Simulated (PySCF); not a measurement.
SMILES c1cc2c(cccc2)cc1 at its GFN2-xTB optimised geometry (Å):

```
18

C     -1.7294    -1.8249     0.0000
C     -2.4383    -0.6132     0.0000
C     -1.7686     0.5780     0.0000
C     -0.3584     0.6127     0.0000
C      0.3629     1.8249     0.0000
C      1.7294     1.8250     0.0000
C      2.4383     0.6132     0.0000
C      1.7687    -0.5780     0.0000
C      0.3585    -0.6128     0.0000
C     -0.3629    -1.8249     0.0000
H     -2.2752    -2.7574     0.0000
H     -3.5186    -0.6319     0.0000
H     -2.3101     1.5136     0.0000
H     -0.1872     2.7555     0.0000
H      2.2752     2.7574     0.0000
H      3.5186     0.6320     0.0000
H      2.3102    -1.5136     0.0000
H      0.1871    -2.7556     0.0000
```

Method: PBE0/def2-SVP run with PySCF.

Map of the electrostatic potential (hartree/e), clipped to [-0.08, 0.12] on the plane z = 0.8 Å:

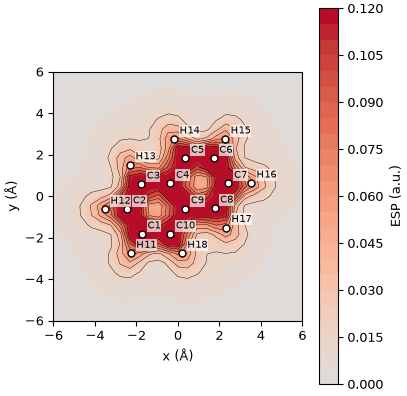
*Electrostatic potential (hartree/e), clipped to [-0.08, 0.12] on the plane z = 0.8 Å.*
